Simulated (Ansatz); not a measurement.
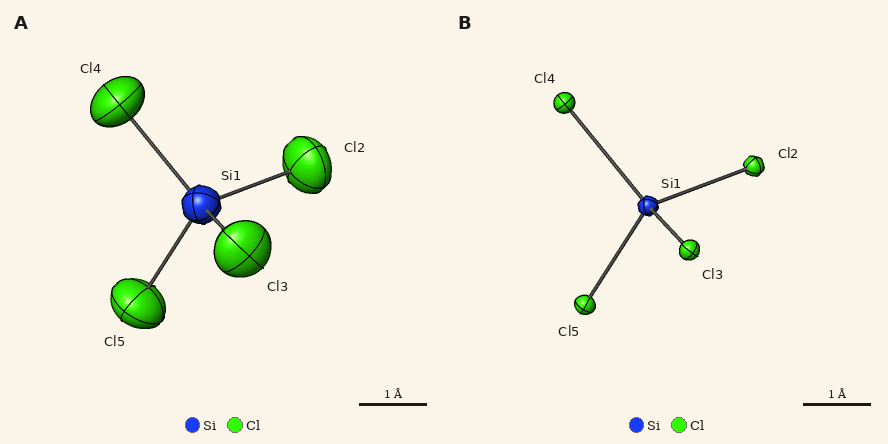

Displacement ellipsoids at the 50 % level, scaled by 3, from the internal vibrations of the free molecule (harmonic, no overall translation or rotation; no half-axis is drawn under 0.075 Å). Vibrations computed with RKS PBE0-D4/def2-TZVP (Ansatz 0.2.0). One panel is for 0 K (zero-point motion alone), the other for 900 K.

Question: Which panel is for 900 K?

Answer: A.

Question: How much does the mean-square displacement of Cl4 grow, and why?

Answer: U_eq goes from 0.0012 to 0.0079 Å², a factor of 6.8. Modes below kT (626 cm⁻¹ at 900 K) grow about in proportion to T, and the lowest lies at 144 cm⁻¹; the mean-square amplitude of a mode is its zero-point value times coth(ħω/2kT), which comes close to 1 only above about 3kT.
